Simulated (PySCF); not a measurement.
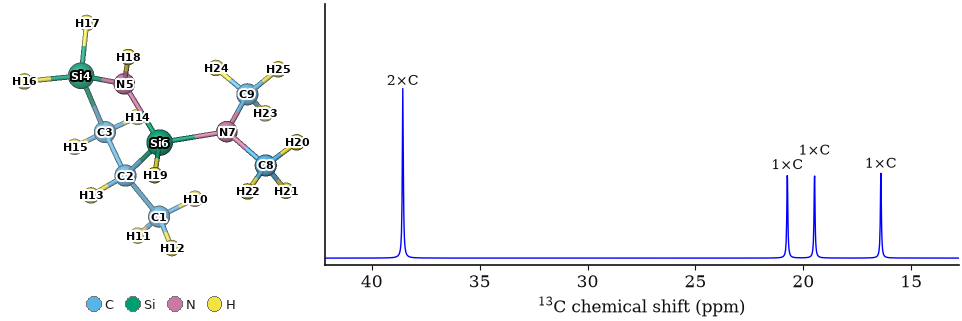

Spectrum and numbered structure of C₅H₁₆N₂Si₂, SMILES C[C@@H]1C[SiH2]N[Si@@H]1N(C)C. GIAO shifts, PBE0/pcSseg-1 (IEF-PCM dichloromethane), PySCF 2.14.0, at a PBE0-D3(BJ)/def2-SVP geometry (no frequency check), against TMS for ¹³C computed at the same level. fully decoupled, line heights follow the number of nuclei, widths are arbitrary (no quadrupolar broadening); values of one conformer, averaged over nuclei that symmetry, rotation about single bonds or inversion at nitrogen exchange, these motions taken as fast; other conformers aren't averaged in.

Assign the ¹³C signals to the numbered atoms.

| δ (ppm) | nuclei | atoms |
| --- | --- | --- |
| 38.6 | 2 | C8, C9 |
| 20.7 | 1 | C2 |
| 19.5 | 1 | C1 |
| 16.4 | 1 | C3 |

The order of signals that lie close, as those under 2 ppm apart, is within the error of the method.
